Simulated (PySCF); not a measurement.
**Single-point calculation, with input and output: C2H3Al**

System: C2H3Al, SMILES C#[C][AlH2].
Method: RI-MP2/def2-QZVPP, RHF (PySCF 2.14.0).

The geometry was optimised with PBE0-D4/def2-TZVP.

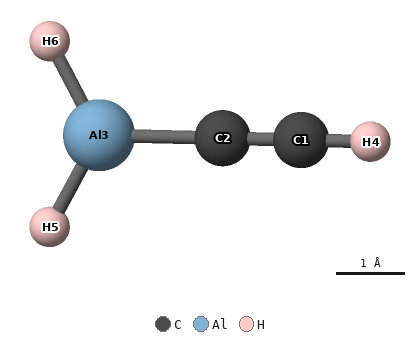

*The structure as given in the input (ball-and-stick view, seen at a tilt; atoms are numbered from 1 in the order of the input). Sticks mark near contacts.*

**Key numbers**

```csv
quantity,value
outcome,converged
total energy,−319.785516 hartree
SCF energy,−319.383606 hartree
correlation energy,−0.401910 hartree
basis functions,274
HOMO of the SCF reference,−10.76 eV
LUMO of the SCF reference,0.73 eV
hardware,"1 thread of Arm Neoverse V1, 24 GiB of memory available, shared host"
wall time,5.1 s
peak memory,0.42 GiB
```

**The input (calc.py)**
```python
from pyscf import gto, mp

mol = gto.M(
    atom=[
    ('C', (-0.792888, -1.648536, -0.315772)),
    ('C', (-0.269472, -0.573598, -0.123345)),
    ('Al', (0.553848, 1.117932, 0.180268)),
    ('H', (-1.254133, -2.595443, -0.484975)),
    ('H', (1.331821, 1.810170, -1.007840)),
    ('H', (0.433969, 1.776573, 1.611338)),
],
    spin=0,
    verbose=3,
    charge=0,
    basis='def2-qzvpp',
    max_memory=1860,
)

mf = mol.RHF()
mf = mf.density_fit(auxbasis='def2-universal-jkfit')
mf.conv_tol = 1e-10
mf.kernel()
if not mf.converged:
    mf = mf.newton().run(mf.mo_coeff, mf.mo_occ)

pt = mp.MP2(mf, frozen=7).density_fit().run()
e_tot = pt.e_tot
print('Final energy', e_tot)
```

Launch command:
```bash
OMP_NUM_THREADS=1 python calc.py
```

**Log**
```
converged SCF energy = -319.383605979096
E(DFRMP2) = -319.785515847642  E_corr = -0.401909868545147
E(SCS-DFRMP2) = -319.791963975344  E_corr = -0.408357996247338
Final energy -319.78551584764153
```

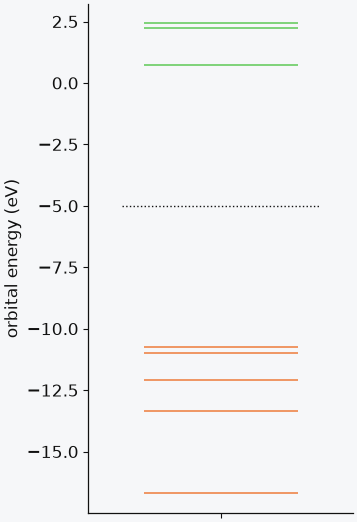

*Orbital energies near the frontier (SCF reference); the dotted line parts filled from empty levels, and levels within 0.02 eV of each other stand side by side.*

Highest filled −10.76 eV, lowest empty 0.73 eV, 11.49 eV apart.
